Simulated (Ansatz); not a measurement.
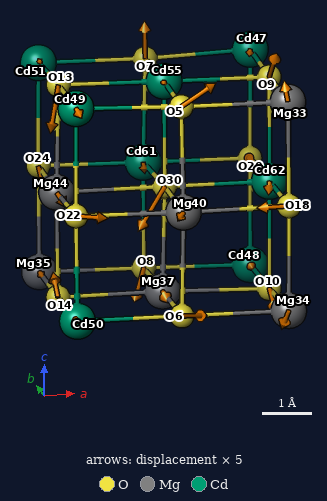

This is a relaxation of crystalline O$_{32}$Mg$_{14}$Cd$_{18}$ (a generated structure, set up in P1). The starting structure is drawn; orange arrows show the displacements (the part carried along by the change of the cell is left out), 5 times their true length.

A ball-and-stick model of the atoms within 4.2 Å of the atom that moves most (axes of the cell of the calculation (origin shifted)), seen slightly off an axis.

All numbers below come from Ansatz, DFT, PBEsol, PAW, plane waves. Set-up: plane-wave cutoff 420 eV; k-point mesh 1 × 1 × 1; mesh shifted by (0.25, 0.25, 0.25); no spin polarisation; cell relaxed at fixed shape; force threshold 0.03 eV/Å; at most 80 steps.

### Atoms of which element are displaced furthest, and by how much?

Oxygen: up to 0.25 Å, against 0.12 Å for magnesium.

### What happened in the run?

Over 6 geometry steps the energy falls by 71.6 meV per atom. Largest force component: 1.8 eV/Å at the start, 0.0056 eV/Å at the end. The pressure goes from 6.99 to 0.00 GPa. O30 moves most relative to the cell: 0.25 Å along [−1 −1 −1]. By element the largest moves are O 0.25 Å, Mg 0.12 Å, Cd 0.07 Å. The drawn cell changes as follows: a = b = c 8.962 → 9.033 Å (+0.8 %); the volume changes by +2.4 %. Near-neighbour distances that change, for instance: O7–Cd61 2.206 → 2.450 Å, O9–Cd62 2.230 → 2.434 Å, O24–Cd51 2.205 → 2.395 Å, O6–Cd50 2.204 → 2.379 Å. Bond angles that change, for instance: Mg40–O30–Mg44 89.2° → 95.7°, Cd61–O30–Cd62 92.1° → 85.8°, Mg37–O30–Mg44 88.4° → 94.6°. The space group stays P1 (No. 1).
